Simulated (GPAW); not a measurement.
KTaO3 (Pm-3m): refractive index against wavelength

The refractive index of KTaO3 (Pm-3m) below the direct gap (2.68 eV on the mesh) is read from one computed spectrum, n = √(Re ε).

The structure is cubic, space group Pm-3m (No. 221). The conventional cell has a = 3.988 Å, b = 3.988 Å, c = 3.988 Å, α = 90.00°, β = 90.00°, γ = 90.00°. Ta on site a is surrounded by 6 O at 1.99 Å. K on site b is surrounded by 12 O at 2.82 Å. Around O on site d lie 2 Ta at 1.99 Å.

Method: GPAW 26.7.0, LDA, RPA, k-mesh 8×8×8, local fields up to 30 eV, Lorentzian half width 0.15 eV.

Launch of the response step: `OMP_NUM_THREADS=1 python df.py`. The run took 63 s, its band step included, on 1 thread of Arm Neoverse V2, with other jobs on the host.

| wavelength (nm) | photon energy E (eV) | n |
| --- | --- | --- |
| 3000 | 0.413 | 2.2395 |
| 2000 | 0.620 | 2.2461 |
| 1550 | 0.800 | 2.2541 |
| 1310 | 0.946 | 2.2625 |
| 1064 | 1.165 | 2.2782 |
| 850 | 1.459 | ? |
| 700 | 1.771 | 2.3491 |

In the single-oscillator model n² − 1 = E₀E_d/(E₀² − E²), so 1/(n² − 1) = E₀/E_d − E²/(E₀E_d) is linear in E².

Working, on the rows shown:

| x = E² (eV²) | y = 1/(n² − 1) |
| --- | --- |
| 0.170801 | 0.249044 |
| 0.384302 | 0.247221 |
| 0.639837 | 0.24504 |
| 0.895757 | 0.242783 |
| 1.35784 | 0.238652 |
| 3.13716 | 0.221324 |

Means: x̄ = 1.0976, ȳ = 0.24068. Σ(x − x̄)(y − ȳ) = -0.05484, Σ(x − x̄)² = 5.846. Slope = -0.05484 / 5.846 = -0.009382; intercept = ȳ − slope · x̄ = 0.25098. Turned back into n, the line misses the rows shown by at most 0.0016.

Question: What does the fit predict for the withheld row, and how well does it do?

Answer: At x = 2.1276 the line gives y = 0.23101, that is 2.3084. The run gave 2.3066, so the interpolation is off by 0.0018, 1.6 % of the range in the table.

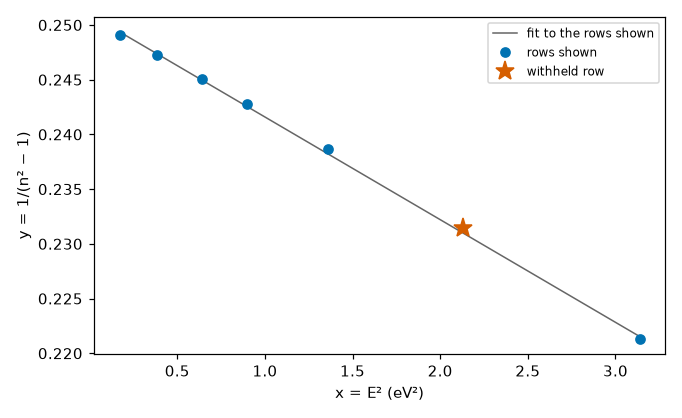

Refitted with all rows, the slope is -0.009324 and the intercept 0.25097. These give E₀ = √(intercept/−slope) = 5.19 eV and E_d = E₀/intercept = 20.7 eV; E₀ is 1.9 times the direct gap. The electronic limit at long wavelengths, without lattice vibrations, is n = √(1 + 1/intercept) = 2.233. Excitons are left out; LDA gaps are as a rule too small. The values come from a sum over the points of one k-mesh and carry its error, which grows as the direct gap shrinks. This version of GPAW has incomplete matrix elements in the optical limit, which can lower ε − 1 by up to a tenth where first-row anions or d states rule. Spin-orbit coupling is left out.
